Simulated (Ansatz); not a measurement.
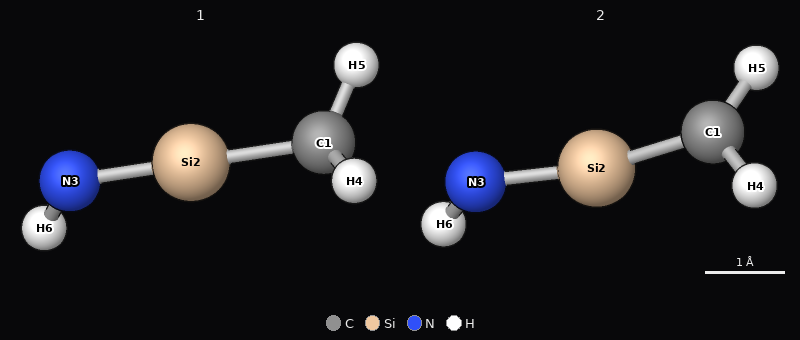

Two geometries of CH₃NSi, drawn at one scale. One is the start of a relaxation, the other its converged end. A ball-and-stick model, seen at a tilt.

Method: RKS PBE0-D4/def2-TZVP (Ansatz). Set-up: force threshold 0.005 eV/Å; at most 200 steps.

> Which geometry has the lower energy?

Structure 2 is the relaxed one. After 11 accepted moves (15 points after the start) the energy has fallen by 15.1 kJ/mol. Largest force component: 1.4 eV/Å at the start, 0.0013 eV/Å at the end. The line search rejected the trial steps at points 1, 6, 9, 14 of the run. The atom that moves furthest after the best rigid fit is C1 (0.27 Å). By element the largest moves are C 0.27 Å, Si 0.13 Å, H 0.10 Å, N 0.08 Å. Among the contacts that change: C1–Si2 1.756 → 1.688 Å, Si2–N3 1.607 → 1.576 Å. Bond angles that change, for instance: C1–Si2–N3 179.5° → 163.3°, H4–C1–H5 113.3° → 118.2°, Si2–C1–H4 117.6° → 119.7°.
